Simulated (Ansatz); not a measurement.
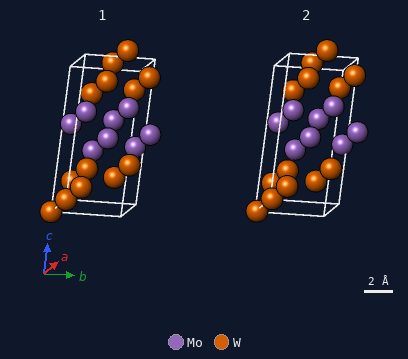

Two geometries of solid Mo₂W₃ (a generated structure, set up in P1) (coarse preliminary run), drawn at one scale. One is the start of a relaxation, the other its converged end. Style: spheres-only. Shown: the cell of the calculation, repeated 2 × 1 × 1 with one cell outlined, from a free direction.

Computed with DFT PBE, scalar-relativistic, plane waves, PAW in Ansatz 0.2.0. Set-up: plane-wave cutoff 420 eV; k-point mesh 8 × 4 × 2; occupations gaussian; smearing width 0.2 eV; no spin polarisation; cell and atoms relaxed; force threshold 0.025 eV/Å; at most 60 steps.

Q: Which of the two is the end point?

A: Structure 1 is the relaxed one. After 5 accepted moves (6 points after the start) the energy has fallen by 589 meV per atom. The largest force component goes from 7.1 to 0.0034 eV/Å. Pressure: 23.16 GPa at the start and 0.00 GPa at the end. The SCF was repeated once at an unchanged geometry on a basis and grid sized afresh for the cell, which shifted the energy by 0.1 meV per atom at most. A W atom moves most relative to the cell: 0.39 Å roughly along [−1 1 1]. Largest moves by element: W 0.39 Å, Mo 0.33 Å. The drawn cell changes as follows: a 2.746 → 2.761 Å (+0.6 %), b 5.178 → 5.262 Å (+1.6 %), c 11.344 → 11.310 Å (−0.3 %), β 84.6° → 85.4°, γ 79.6° → 80.0°; the volume changes by +2.1 %. Among the contacts that change: Mo–W 3.376 → 2.742 Å, W–W 2.732 → 3.177 Å, Mo–Mo 2.735 → 3.177 Å, W–W 2.311 → 2.751 Å. Within 0.06 Å the space group is P1 at the start and Fmmm at the end; at a tighter tolerance small leftover displacements or strains of the cell lower it.
